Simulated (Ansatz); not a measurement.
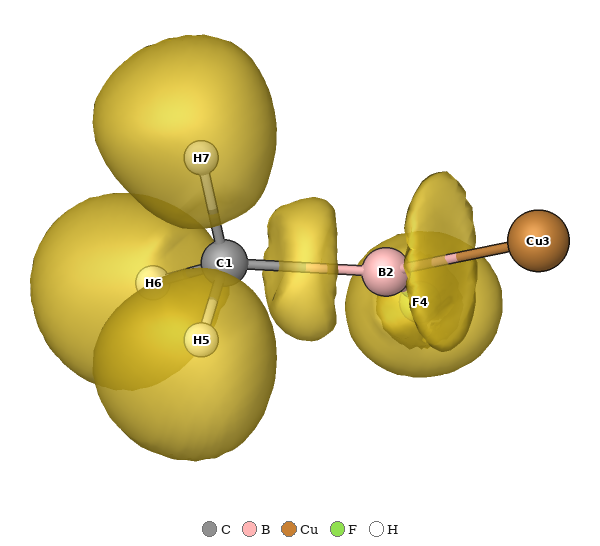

Figure. CH3BCuF. Isosurface of the ELF at 0.8 (yellow), seen from one side. Only the valence region is drawn (cores and ρ < 0.01 e/Å³ removed).

Geometry: PBE0-D3(BJ)/def2-SVP.

Level of theory: isolated molecule in a Gaussian basis; Kohn-Sham density functional theory, functional PBE0 in Ansatz.

The calculation's input:

```
crystal:
  periodic: [false, false, false]
  atoms:
    - {symbol: C, position_ang: [0.178766, -1.439980, -0.255038]}
    - {symbol: B, position_ang: [-0.920615, -0.320292, -0.325296]}
    - {symbol: Cu, position_ang: [-1.313139, 0.878884, 1.184331]}
    - {symbol: F, position_ang: [-1.608151, -0.184773, -1.459571]}
    - {symbol: H, position_ang: [1.153431, -0.981633, -0.015782]}
    - {symbol: H, position_ang: [0.270120, -2.025422, -1.184489]}
    - {symbol: H, position_ang: [-0.042222, -2.120447, 0.584710]}
basis:
  gaussian: {orbitals: def2-TZVPD}
hamiltonian: {xc: {name: PBE0}}
output: {forces: true, orbitals: {seedname: orbitals}}
```

Command:

```sh
ansatz run input.yaml --threads 2 --pin off --max-ram 4350MiB --events-out events.jsonl --progress --plain --runs-dir runs
```

Describe the localisation domains.

Answer. At this value the surface marks out one region between bonded B–C atoms (shared pairs), three regions around hydrogen nuclei, one lobe of the valence shell of B pointing towards Cu (polar bonds) and one region on F in which the atom's valence shell and bonds are merged. Along the contacts the grid gives the following. B–F (1.33 Å): the ELF peaks at about 0.85 between the atoms; a polar covalent bond. C–B (1.57 Å): the ELF peaks at about 1 between the atoms, as expected for a shared electron pair.
